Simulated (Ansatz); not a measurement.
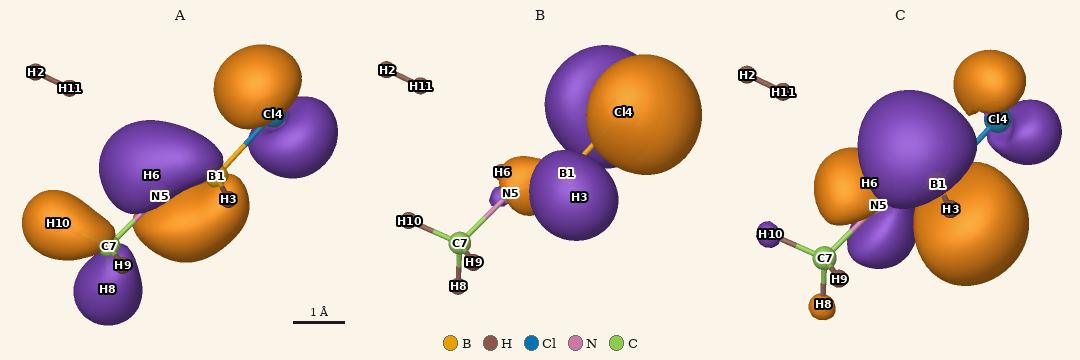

*CH$_{5}$BClN···H$_{2}$. Three frontier orbitals at ±0.1 Å⁻³ᐟ² (orange and purple are the two phases), in no order.*

Level of theory: Ansatz 0.2.0, RKS PBE/6-31G*.

| atom | x (Å) | y (Å) | z (Å) |
| --- | --- | --- | --- |
| B | 0.2144 | -0.9916 | -0.5126 |
| H | -1.0893 | 0.9071 | 2.8926 |
| H | 1.4005 | -0.8314 | -0.6183 |
| Cl | -0.8684 | -0.3241 | -1.7691 |
| N | -0.3325 | -1.6851 | 0.5688 |
| H | -1.3463 | -1.8075 | 0.6216 |
| C | 0.4120 | -2.2991 | 1.6616 |
| H | 0.2462 | -3.3914 | 1.6982 |
| H | 1.4864 | -2.1163 | 1.5097 |
| H | 0.1203 | -1.8698 | 2.6375 |
| H | -0.9382 | 0.5684 | 2.2392 |

Which picture is the HOMO−1, the HOMO and the LUMO?

Answer. B is the HOMO−1 (−6.97 eV). By Hirshfeld shares it lies mainly on Cl4 (about 80 %), B1 (about 10 %) and H3 (about 10 %); largely a lone pair of Cl4. A is the HOMO (−6.33 eV). It lies mainly on N5 (about 45 %), Cl4 (about 25 %), B1 (about 10 %) and C7 (about 10 %). C is the LUMO (−0.44 eV). By Hirshfeld shares it lies mainly on B1 (about 55 %), N5 (about 20 %), Cl4 (about 15 %) and H3 (about 5 %).

What is the HOMO–LUMO gap?

Answer. 5.89 eV between the orbital energies.
